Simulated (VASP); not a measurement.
Band structure of HfO2 (relaxed from the layer:CdI2 structure). Method: r2SCAN meta-GGA, VASP's PBE PAW potentials (set 64) (plane waves; VASP).

The cell holds a wide vacuum, so values per volume refer to the whole cell. Unless said otherwise, spin-orbit coupling is left out, though it shifts the bands of the heavy elements here.

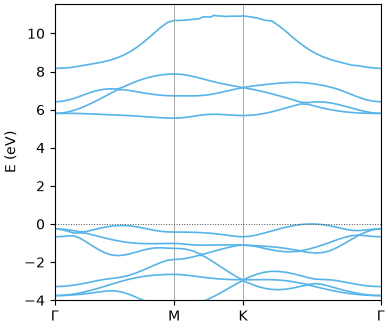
Fig. 1. Bands along high-symmetry lines, zero at the valence-band maximum or, without a gap, the Fermi level

### Question
Read the plot: is there a gap, and where are the band edges?

### Answer
The gap is indirect, 5.55 eV, from the valence maximum at K-Γ at 0.47 to the conduction minimum at M.

The cell is a sheet with vacuum, built from a generated structure.
